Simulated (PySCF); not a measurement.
# EPR calculation, with input and output: C7H5O2

C7H5O2, multiplicity 2, SMILES [O]c1cccc(C=O)c1, computed with UKS B3LYP, pcH-1 on C H O, non-relativistic, mean-field spin-orbit, GIAO (PySCF 2.14.0).

It belongs to a series of runs on one base structure; here: X = H replaced by CHO.

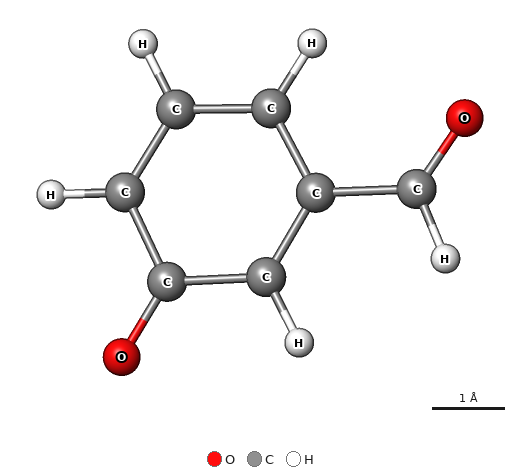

**Figure 1.** The structure as given in the input (ball-and-stick view, seen at a tilt).

Input:
```
{"job": {"kind": "epr", "basis": "pcH-1"}, "charge": 0, "multiplicity": 2}
O     -2.157384    -1.984688     0.467392
C     -1.397715    -1.034988     0.252081
C     -1.891283     0.308579    -0.001029
C     -1.039134     1.352684    -0.239220
C      0.339907     1.153731    -0.245124
C      0.878033    -0.125337    -0.005421
C      2.345467    -0.298237    -0.017867
O      3.136521     0.582974    -0.221920
C      0.046081    -1.191769     0.235432
H     -2.962435     0.442797     0.007599
H     -1.431684     2.342259    -0.424628
H      1.022609     1.969035    -0.432752
H      2.672318    -1.336062     0.182633
H      0.438021    -2.181448     0.420657
```

The first line tells a small driver script what to run in PySCF; the rest is the geometry in Å.

Run as:
```bash
OMP_NUM_THREADS=1 python <driver script> task.json out
```

Output:
```
UKS, coarse grid
  cycle   1  E = -419.91781923  |g| = 8.05e-01
  cycle   2  E = -416.99220066  |g| = 2.34e+00
  cycle   3  E = -419.98668493  |g| = 5.97e-01
  cycle   4  E = -420.16473549  |g| = 1.46e-01
  cycle   5  E = -420.16962277  |g| = 1.13e-01
  cycle   6  E = -420.17558137  |g| = 3.01e-02
  cycle   7  E = -420.17617613  |g| = 1.51e-02
  cycle   8  E = -420.17636914  |g| = 8.75e-03
  cycle   9  E = -420.17645491  |g| = 4.15e-03
  cycle  10  E = -420.17646758  |g| = 1.30e-03
  cycle  11  E = -420.17646857  |g| = 9.29e-04
UKS, final grid
  cycle   1  E = -420.17645554  |g| = 1.65e-03
  cycle   2  E = -420.17645168  |g| = 3.19e-03
  cycle   3  E = -420.17645709  |g| = 2.18e-04
  cycle   4  E = -420.17645712  |g| = 1.03e-04
  cycle   5  E = -420.17645715  |g| = 9.03e-05
  cycle   6  E = -420.17645716  |g| = 3.32e-05
  cycle   7  E = -420.17645716  |g| = 8.32e-06
E = -420.17645716 Eh   <S^2> = 0.7885 (exact 0.7500)
g shifts (ppm)      1          2          3
  rmc          -204       -204       -204
  gc            -15         37         41
  oz_so           7       2392       8755
  total        -212       2225       8592
hyperfine (MHz)  atom isotope    a_iso     a_fc   dipolar eigenvalues
    0   17O     -27.11     -27.11   -127.50     63.68     63.81
    1   13C     -36.96     -36.96    -13.15      3.13     10.02
    2   13C      24.71      24.71    -24.95    -23.85     48.80
    3   13C     -27.24     -27.24    -19.30      8.65     10.66
    4   13C      34.97      34.97    -32.41    -30.37     62.79
    5   13C     -25.95     -25.95    -16.68      7.39      9.28
    6   13C       4.57       4.57     -1.19     -0.00      1.19
    7   17O       1.93       1.93     -4.54     -4.01      8.55
    8   13C      23.34      23.34    -24.18    -23.19     47.38
    9    1H     -21.01     -21.01    -10.26     -2.21     12.47
   10    1H       7.84       7.84     -3.07     -0.83      3.90
   11    1H     -26.81     -26.81    -15.73     -0.79     16.53
   12    1H      -0.34      -0.34     -1.10     -0.79      1.89
   13    1H     -20.22     -20.22     -9.97     -2.21     12.18
```

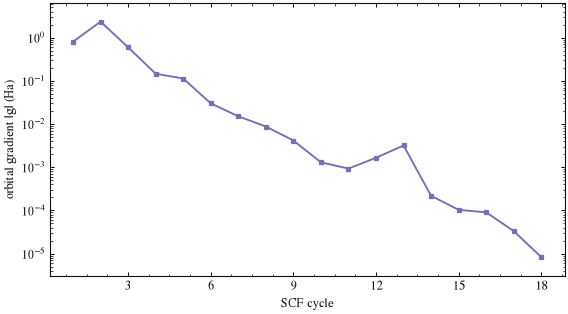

**Figure 2.** Convergence of the self-consistent field: orbital gradient |g| against the SCF cycle. All cycles printed in the log are drawn one after another.

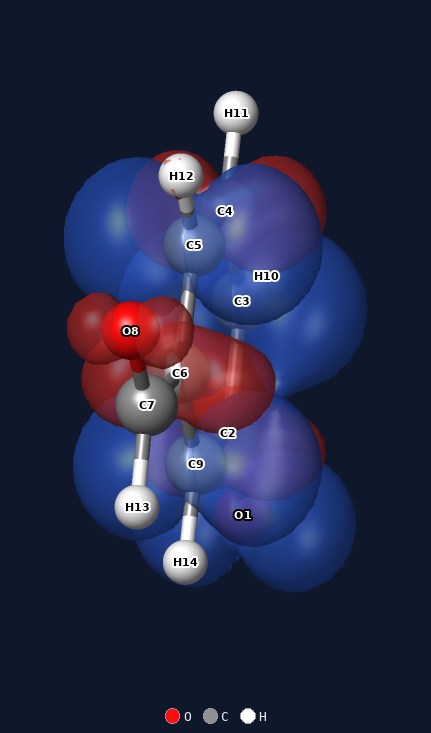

**Figure 3.** Isosurfaces of the spin density at +0.015 (blue) and −0.015 e/Å³ (red), seen at an oblique angle. The unpaired spin (1 electron) lies mostly on O1 (about 0.4), C5 (about 0.2), C3 (about 0.2) and C9 (about 0.2), in electrons by Hirshfeld's partition.

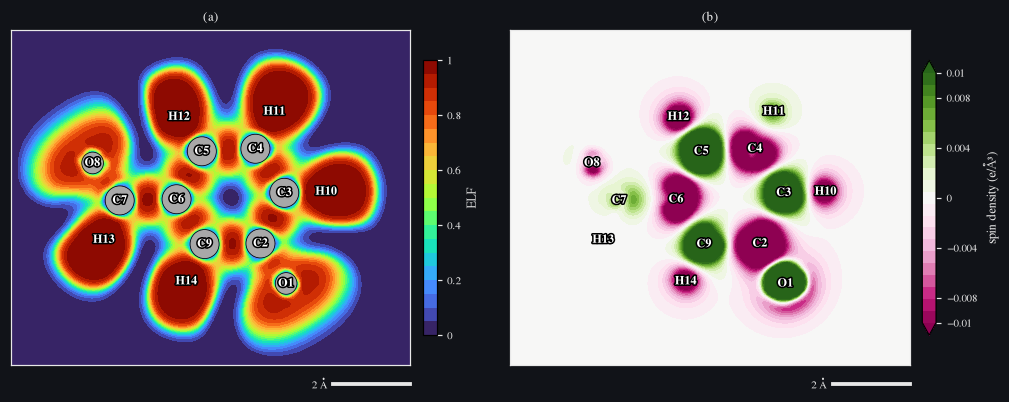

**Figure 4.** (a) ELF; (b) spin density (α minus β) on the molecular plane. Grey discs, where drawn, cover atomic cores. Atoms in the plane: O, C and H. C–O (1.20 Å): the ELF peaks at about 0.85 between the atoms (a multiple bond by its length, whose ELF region spreads away from the axis). C–C (1.45 Å): the ELF peaks at about 0.95 between the atoms, which marks a covalent bond. The unpaired spin (1 electron) lies mostly on O1 (about 0.4), C5 (about 0.2), C3 (about 0.2) and C9 (about 0.2), in electrons by Hirshfeld's partition.

Summary:

- outcome: converged
- total energy: −420.176457 hartree
- ⟨S²⟩: 0.789
- isotropic g: 2.0059
- hardware: 1 CPU thread, shared host
- wall time: 80 s
- peak memory: 1.1 GiB
